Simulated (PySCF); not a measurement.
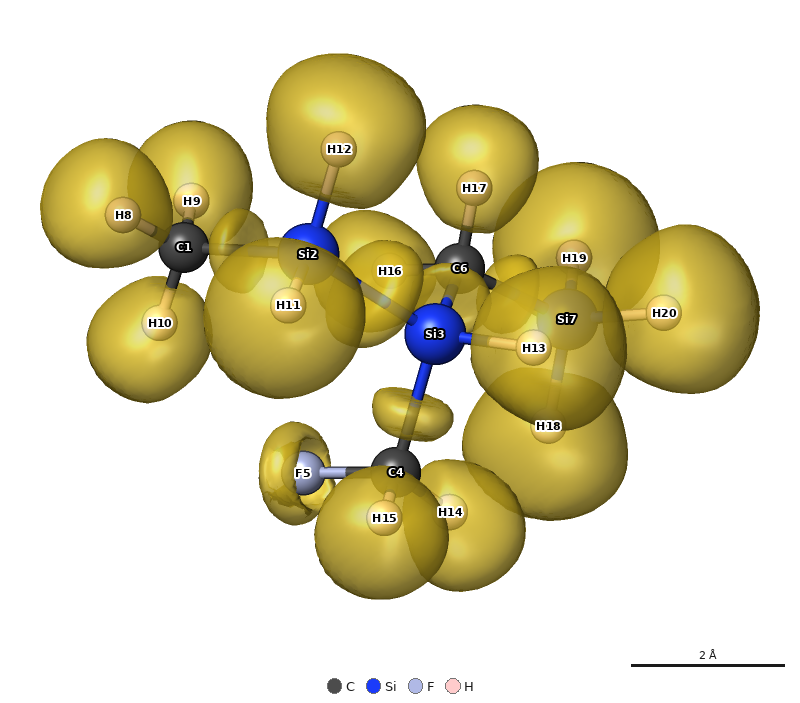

*C3H13FSi3. Isosurface of the ELF at 0.85 (yellow), seen at an oblique angle. Core shells and regions of very low density are left out.*

Geometry: GFN2-xTB.

The calculation used PBE0/pcSseg-1, SCF density, gas phase, non-relativistic in PySCF 2.14.0.

Input

```
{"job": {"kind": "nmr", "xc": "PBE0", "basis": "pcSseg-1"}, "charge": 0, "multiplicity": 1}
C     -2.813351     0.594838    -0.828137
Si    -2.172443    -0.191479     0.780252
Si     0.118834    -0.576082     0.688011
C      0.522319    -1.803403    -0.742170
F      0.041542    -1.306214    -1.942163
C      1.111496     1.017507     0.347173
Si     3.011030     0.896031     0.353488
H     -3.893587     0.710101    -0.814345
H     -2.381214     1.579415    -0.986332
H     -2.556742    -0.015418    -1.689628
H     -2.944209    -1.421622     1.022268
H     -2.503393     0.715070     1.893133
H      0.692902    -1.251467     1.869313
H      1.593118    -1.962758    -0.884782
H      0.044314    -2.776182    -0.605049
H      0.799326     1.416606    -0.619683
H      0.815034     1.764044     1.085597
H      3.472546    -0.026085    -0.685410
H      3.572380     2.225318     0.092438
H      3.464951     0.422459     1.662990
```

Command:

```sh
OMP_NUM_THREADS=1 python probes_run.py task.json out
```

What do the ELF domains correspond to?

At this value the surface marks out four regions between bonded C–Si atoms (shared pairs), one region between bonded Si–Si atoms (shared pairs), 13 regions around hydrogen nuclei and one region wrapped around F (its lone pairs, merged into a ring or cap).

Values along the shortest contacts:
C–F (1.39 Å): the ELF peaks at about 0.85 between the atoms: a shared but strongly polarised pair. C–Si (1.90 Å): the ELF peaks at about 0.95 between the atoms; localised, covalent bonding.
